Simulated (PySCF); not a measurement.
CH$_{3}$BrF$_{2}$Ge (SMILES [F][GeH2][C@H](F)Br)

```xyz
8

F    -1.3850    1.3984   -0.7902
Ge   -1.0015   -0.0429    0.1092
C     0.9799   -0.1638   -0.2039
F     1.3955   -1.4562   -0.2213
Br    1.8636    0.7680    1.2622
H    -1.3563    0.3131    1.5227
H    -1.8057   -1.1163   -0.5733
H     1.3185    0.3091   -1.1300
```

Geometry: GFN2-xTB.

These are results of PySCF, wB97X-D/def2-SVPD, SCF density, gas phase, not measurements.

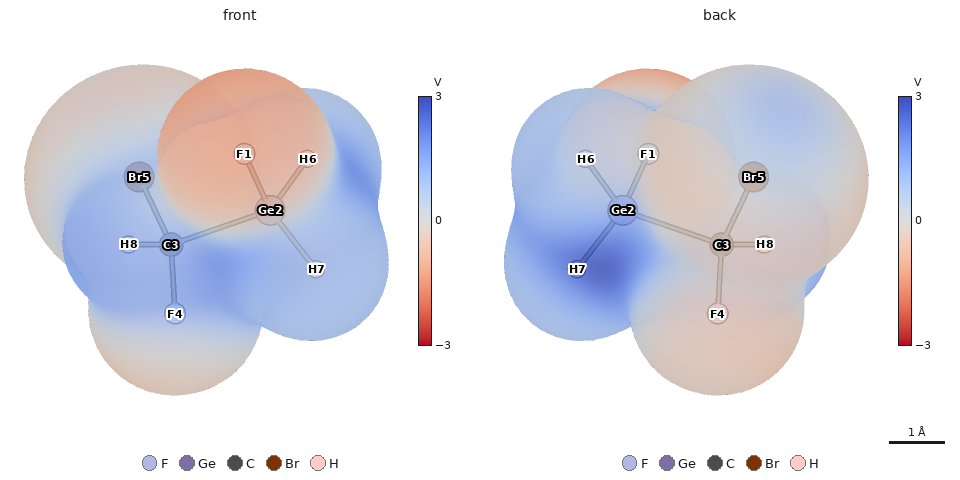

Figure 1. The molecular electrostatic potential painted on the density surface at 0.002 e/bohr³, seen from the front and from behind; the colour scale runs from red (negative) to blue (positive).

Where is the surface potential most negative and most positive?

The most negative region (about −1.2 V, or −28 kcal/mol for a unit charge) lies over F1, the most positive (about +2.6 V, or +60 kcal/mol for a unit charge) over Ge2. Br5 shows a σ-hole: about +1.0 V, or +23 kcal/mol for a unit charge at the tip opposite its bond, against about −0.3 V on its flanks.

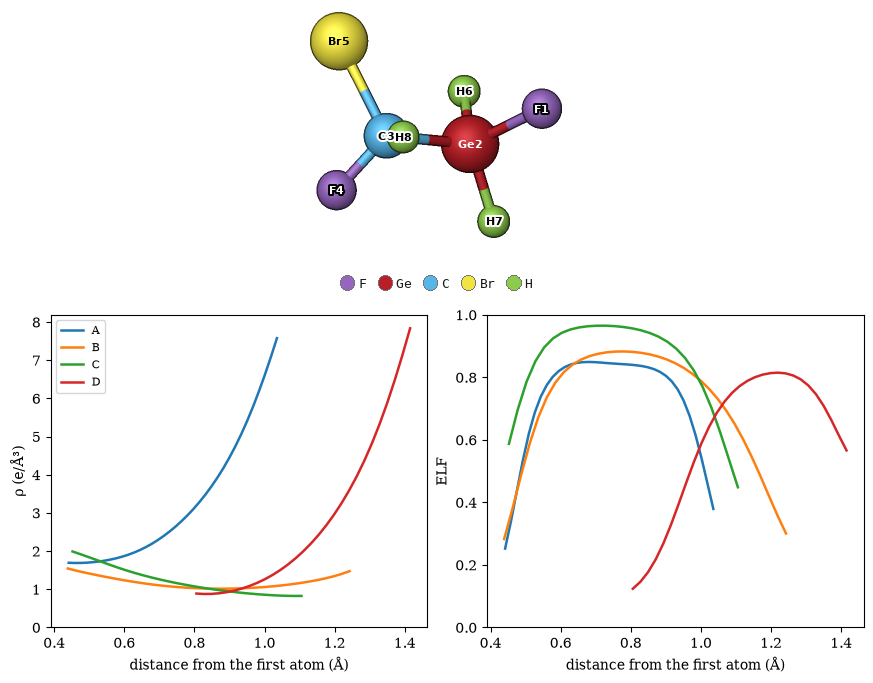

Figure 2. Total electron density and electron localisation function along straight lines between neighbouring atoms. The curves leave out the atomic cores. The structure is drawn too.

Which curve belongs to which contact (C–Br, C–F, C–Ge and Ge–F)? The first atom named is at distance zero.

Curve A: C–F (1.36 Å): ρ is about 2.2 e/Å³ halfway, with its minimum of 1.7 e/Å³ about 0.5 Å from C; the ELF peaks at about 0.85 between the atoms; a polar covalent bond. Curve B: C–Br (1.95 Å): ρ at the midpoint is about 1 e/Å³; the ELF peaks at about 0.90 between the atoms: a covalent bond. Curve C: C–Ge (2.01 Å): the density is about 0.86 e/Å³ at the midpoint; the ELF peaks at about 0.95 in the valence shell of C, 0.7 Å from its nucleus, and is about 0.75 at the midpoint. Curve D: Ge–F (1.74 Å): ρ at the midpoint is about 0.9 e/Å³; the ELF peaks at about 0.80 in the valence shell of F, 0.5 Å from its nucleus, and is about 0.20 at the midpoint.
